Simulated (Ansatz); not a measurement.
**F3HOSn (SMILES [OH][Sn]([F])([F])[F]): density, localisation and related maps**

Input

```
crystal:
  periodic: [false, false, false]
  atoms:
    - {symbol: F, position_ang: [-0.664091, 0.065923, -1.819351]}
    - {symbol: F, position_ang: [0.389019, -2.113703, 0.116722]}
    - {symbol: F, position_ang: [2.071830, 0.374811, -0.400991]}
    - {symbol: O, position_ang: [-0.628367, 0.679520, 1.278807]}
    - {symbol: Sn, position_ang: [0.276966, -0.232767, -0.180160]}
    - {symbol: H, position_ang: [-1.403258, 1.162217, 0.958875]}
basis:
  gaussian:
    orbitals: def2-TZVPD
hamiltonian:
  xc: {name: PBE0}
output: {forces: true, orbitals: {seedname: orbitals}}
```

Run with:

```sh
ansatz run input.yaml --threads 2 --pin off --max-ram 5220MiB --events-out events.jsonl --progress --plain --runs-dir runs
```

Geometry: PBE0-D4/def2-SVP; core potentials replace the inner electrons of Sn.

Method: isolated molecule in a Gaussian basis; Kohn-Sham density functional theory, functional PBE0 in Ansatz.

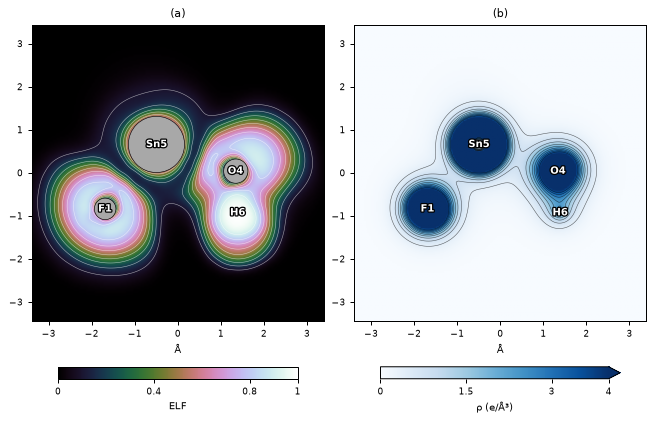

Figure 1. (a) ELF; (b) electron density on the plane of atoms F1, Sn5 and O4. Grey discs cover the atomic cores in the ELF map.

Q: Read the bonding off the picture.

A: The plane passes through F, O, Sn and H nuclei.
Sn–F (1.91 Å): ρ is about 0.86 e/Å³ halfway; the ELF peaks at about 0.80 in the valence shell of F, 0.5 Å from its nucleus, and drops to about 0.15 between the two atoms.
Sn–O (1.94 Å): ρ at the midpoint is about 0.89 e/Å³; the ELF peaks at about 0.80 in the valence shell of O, 0.6 Å from its nucleus, and drops to about 0.15 between the two atoms.
O–H (0.97 Å): ρ at the midpoint is about 3.7 e/Å³; the ELF climbs to about 1 towards the hydrogen, as it does in any bond to H; a covalent bond by its length.
The ELF also peaks beside F1 and O4, away from the bonds: lone-pair regions.

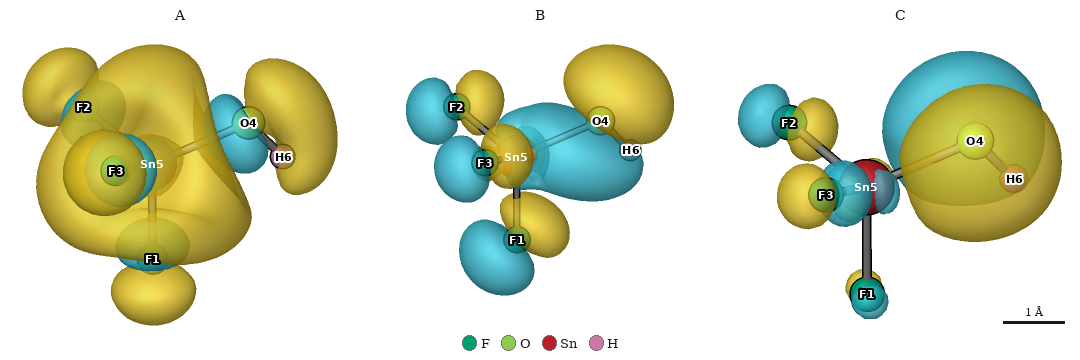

Figure 2. Three frontier orbitals at ±0.06 Å⁻³ᐟ² (yellow and cyan are the two phases), in no order.

Q: Order the three orbitals by energy and name them.

A: B is the HOMO−1 (−11.20 eV). It lies mainly on O4 (about 60 %), F1 (about 15 %) and Sn5 (about 10 %). C is the HOMO (−10.52 eV). Its weight (Hirshfeld) is mainly on O4 (about 80 %); largely a lone pair of O4. A is the LUMO (−3.40 eV). By Hirshfeld shares it lies mainly on Sn5 (about 50 %), O4 (about 15 %), F1 (about 10 %), F2 (about 10 %) and F3 (about 10 %).

Q: What is the HOMO–LUMO gap?

A: 7.12 eV between the orbital energies.
